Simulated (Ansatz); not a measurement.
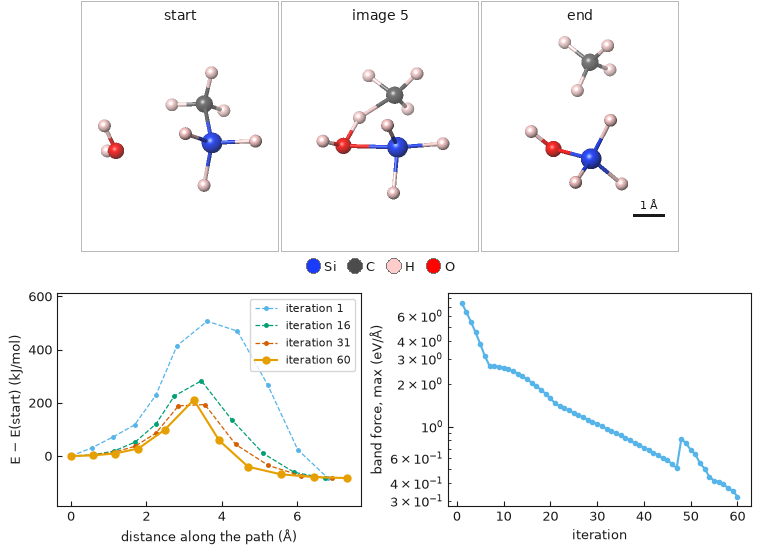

A nudged-elastic-band calculation for CH8OSi, made up at the start of CH6Si and H2O. Images are numbered from 0 (start) to 10 (end). The plot follows the band through its iterations. Style: ball-and-stick. Shown from a free direction.

Theory: RKS B3LYP-D4/def2-SVP in Ansatz. Settings: 9 movable images; climbing image; force threshold 0.05 eV/Å; iteration limit 60; optimiser FIRE; largest step 0.02 Å; starting path through a guess of the saddle point.

### Did the band converge, and can the barrier be trusted?

The result isn't final. The band hadn't converged when the run stopped after 60 iterations. The largest component of the band force went from 7.5 to 0.32 eV/Å. The barrier read from it is provisional, though the highest image hardly moved in the last two iterations. The step length is far from the usual. The first iteration put the highest image at 507.0 kJ/mol. The energy climbs by 211.1 kJ/mol to image 5 and then falls by 294.2 kJ/mol, so the end point sits at −83.1 kJ/mol.

Limits of the set-up: the start holds two separate molecules, 2.5 Å apart at their closest, whose relative position is a soft coordinate.

The run took 10 min on 2 threads of AMD EPYC 7B13 (Zen 3), on a shared host, peak memory 0.18 GiB.
